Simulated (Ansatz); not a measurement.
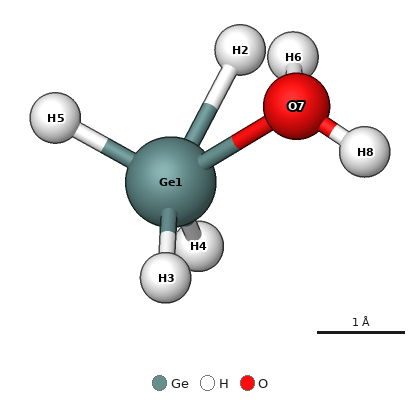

**Figure 1.** The starting structure (ball-and-stick view, seen at a tilt; atoms are numbered from 1 in the order of the input). Sticks mark near contacts.

# Saddle-point search of GeH6O

- system: GeH6O
- method: RKS PBE0-D4/def2-TZVP (Ansatz 0.2.0)

The geometry is a guess of a transition state. The reaction was set up to form Ge1–O7 and H2–H6 and to break Ge1–H2 and H6–O7 (atoms counted from 1 in the order of the input); sticks are drawn by distance alone. Figures and captions count atoms from 1; the log counts them from 0 in places.

## Output
```
Functional definition: PBE0
  name "PBE0"
  cite "Adamo & Barone, J. Chem. Phys. 110, 6158 (1999) doi:10.1063/1.478522"
  cite "Perdew, Burke & Ernzerhof, Phys. Rev. Lett. 77, 3865 (1996) doi:10.1103/PhysRevLett.77.3865"
  parent pbe
  parameter a = 0.25
  parameter kappa = 0.804
  parameter beta = 0.06672455060314922
  exchange = (1 - a)*pbe_x(kappa = kappa, mu = beta*pi^2/3) + a*exact_x
  correlation = pbe_c(beta = beta)
816 factors; their error is unknown
mean field evaluation 1: about -58648.0773 eV, gradient 5.0e1 eV
mean field evaluation 2: about -58637.8541 eV, gradient 8.9e1 eV
mean field evaluation 4: about -58651.8097 eV, gradient 2.8e0 eV
mean field evaluation 8: about -58651.8115 eV, gradient 1.6e-2 eV
mean field evaluation 16: about -58652.0844 eV, gradient 5.0e-5 eV
mean field -58652.08441153 eV, -2155.4243463132 hartree, gradient 5.0e-5 eV, S^2 0.000000; 0 other end points of the search recorded, 0 dependent functions left out
the calculation of the forces begins
reference -58652.08443783 eV, -2155.4243472795 hartree; 23, 23 occupied and 92, 92 virtual orbitals, 816 factors
these checks for a lower state are left out or cut short: stability, starts, cluster_reference, orbital_swaps, neighbouring_geometries, increment
816 factors; their error is unknown
mean field -58652.08605962 eV, -2155.4244068793 hartree, gradient 1.5e-6 eV, S^2 0.000000; 0 other end points of the search recorded, 0 dependent functions left out
[... from here on the field's lines of each further geometry are left out, up to the last ...]
saddle step   1: F+E_penalty+E_count = -58652.17184818 eV  max|allowed force component| = 1.980e-1 eV/Å  curvature = -11.2567 eV/Å²  mode residual = 3.07e-1 eV/Å²  Δτ_max = 0.0000 Å  (1 rotations, 3 force calls, 68 SCF iters)  cluster: 3 rotations left out, max|force component along them| = 1.689e-7 eV/Å
saddle step   2: F+E_penalty+E_count = -58652.17148529 eV  max|allowed force component| = 7.100e-2 eV/Å  curvature = -11.0692 eV/Å²  mode residual = 2.33e-1 eV/Å²  Δτ_max = 0.0146 Å  (1 rotations, 3 force calls, 73 SCF iters)  cluster: 3 rotations left out, max|force component along them| = 3.998e-8 eV/Å
saddle step   3: F+E_penalty+E_count = -58652.17205917 eV  max|allowed force component| = 3.044e-2 eV/Å  curvature = -10.9686 eV/Å²  mode residual = 1.76e-1 eV/Å²  Δτ_max = 0.0078 Å  (1 rotations, 3 force calls, 74 SCF iters)  cluster: 3 rotations left out, max|force component along them| = 4.252e-8 eV/Å
saddle step   4: F+E_penalty+E_count = -58652.17211039 eV  max|allowed force component| = 1.927e-2 eV/Å  curvature = -10.9728 eV/Å²  mode residual = 1.41e-1 eV/Å²  Δτ_max = 0.0021 Å  (1 rotations, 3 force calls, 65 SCF iters)  cluster: 3 rotations left out, max|force component along them| = 3.889e-8 eV/Å
saddle step   5: F+E_penalty+E_count = -58652.17213859 eV  max|allowed force component| = 1.374e-2 eV/Å  curvature = -10.9501 eV/Å²  mode residual = 1.20e-1 eV/Å²  Δτ_max = 0.0010 Å  (1 rotations, 3 force calls, 65 SCF iters)  cluster: 3 rotations left out, max|force component along them| = 4.528e-8 eV/Å
saddle step   6: F+E_penalty+E_count = -58652.17216887 eV  max|allowed force component| = 1.101e-2 eV/Å  curvature = -10.9326 eV/Å²  mode residual = 1.31e-1 eV/Å²  Δτ_max = 0.0014 Å  (1 rotations, 3 force calls, 66 SCF iters)  cluster: 3 rotations left out, max|force component along them| = 1.807e-8 eV/Å
saddle step   7: F+E_penalty+E_count = -58652.17217497 eV  max|allowed force component| = 4.169e-3 eV/Å  curvature = -10.9334 eV/Å²  mode residual = 7.07e-2 eV/Å²  Δτ_max = 0.0009 Å  (1 rotations, 10 force calls, 219 SCF iters)  cluster: 3 rotations left out, max|force component along them| = 3.868e-8 eV/Å
the calculation of the forces begins
reference -58652.08557892 eV, -2155.4243892137 hartree; 23, 23 occupied and 92, 92 virtual orbitals, 816 factors
816 factors; their error is unknown
mean field -58652.08526296 eV, -2155.4243776024 hartree, gradient 2.4e-5 eV, S^2 0.000000; 1 other end points of the search recorded, 0 dependent functions left out
the calculation of the forces begins
reference -58652.08528919 eV, -2155.4243785666 hartree; 23, 23 occupied and 92, 92 virtual orbitals, 816 factors
saddle step   8: F+E_penalty+E_count = -58652.17218056 eV  max|allowed force component| = 1.450e-3 eV/Å  curvature = -10.8017 eV/Å² (error put at 0.0090; -10.8106 at half of saddle.amplitude)  mode residual = 1.07e-1 eV/Å²  Δτ_max = 0.0029 Å  (1 rotations, 8 force calls, 175 SCF iters)  cluster: 3 rotations left out, max|force component along them| = 8.584e-8 eV/Å
Total energy: -58652.17220680 eV, -2155.4275727297 hartree
Atom 0 at    -0.022641     0.399773     0.624863 Å, force     0.000329    -0.000176    -0.000031 eV/Å
Atom 1 at    -0.936207     0.619147    -1.040387 Å, force     0.000066    -0.000075    -0.000084 eV/Å
Atom 2 at     0.963185    -0.357843     1.562380 Å, force    -0.000192    -0.000015    -0.000087 eV/Å
Atom 3 at    -1.416020     0.197534     1.243337 Å, force    -0.000091    -0.000021     0.000039 eV/Å
Atom 4 at     0.461701     1.850109     0.534675 Å, force     0.000024     0.000155     0.000054 eV/Å
Atom 5 at    -0.261360    -0.203202    -1.293116 Å, force     0.000144    -0.000159     0.000240 eV/Å
Atom 6 at     0.648265    -0.775221    -0.874850 Å, force    -0.000244     0.001450    -0.000458 eV/Å
Atom 7 at     0.563076    -1.730296    -0.756803 Å, force    -0.000036    -0.001158     0.000327 eV/Å
Dipole moment:    -0.023417    -0.324002     0.080628 e Å
```

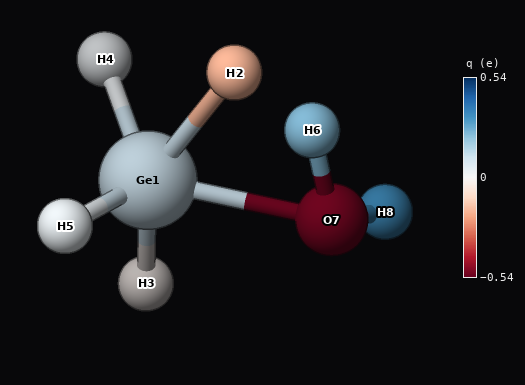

**Figure 2.** Mulliken charges, as the colour of each atom (ball-and-stick view, seen at a tilt; atoms are numbered from 1 in the order of the input). By element: Ge +0.11, H −0.18 to +0.33 and O −0.51 e.

The run was set up as follows.

## The input
```yaml
crystal:
  periodic: [false, false, false]
  atoms:
    - {symbol: Ge, position_ang: [-0.019733, 0.399329, 0.624390]}
    - {symbol: H, position_ang: [-0.938382, 0.623108, -1.047562]}
    - {symbol: H, position_ang: [0.965670, -0.351516, 1.573687]}
    - {symbol: H, position_ang: [-1.414539, 0.187042, 1.241542]}
    - {symbol: H, position_ang: [0.467014, 1.851170, 0.535640]}
    - {symbol: H, position_ang: [-0.267981, -0.196833, -1.299343]}
    - {symbol: O, position_ang: [0.643924, -0.776348, -0.872902]}
    - {symbol: H, position_ang: [0.564025, -1.735951, -0.755353]}
basis:
  gaussian: {orbitals: def2-TZVP}
hamiltonian: {xc: pbe0, dispersion: d4}
saddle:
  f_tol: 0.01
  max_steps: 50
  order_check: false
  mode_guess:
    - [0.2358, -0.2521, 0.0408]
    - [-0.0095, -0.1385, -0.3435]
    - [0.0836, -0.0170, 0.1756]
    - [0.0703, -0.0355, -0.1455]
    - [-0.0218, -0.1266, -0.1034]
    - [-0.4796, 0.5709, -0.0108]
    - [0.0425, 0.0054, 0.2654]
    - [0.0787, -0.0066, 0.1213]
```

## Key numbers

```json
{"quantity": "outcome", "value": "converged"}
{"quantity": "total energy", "value": "−58652.1722 eV"}
{"quantity": "mean-field energy", "value": "−58652.0853 eV"}
{"quantity": "dispersion energy", "value": "−0.0869 eV"}
{"quantity": "largest force (length of the vector) at the end", "value": "0.002 eV/Å"}
{"quantity": "dipole moment", "value": "1.61 D"}
{"quantity": "hardware", "value": "2 CPU threads, shared host"}
{"quantity": "wall time", "value": "54 s (CPU time 91 s)"}
{"quantity": "peak memory", "value": "0.24 GiB"}
```

## Notes

The order of the saddle point was not checked.
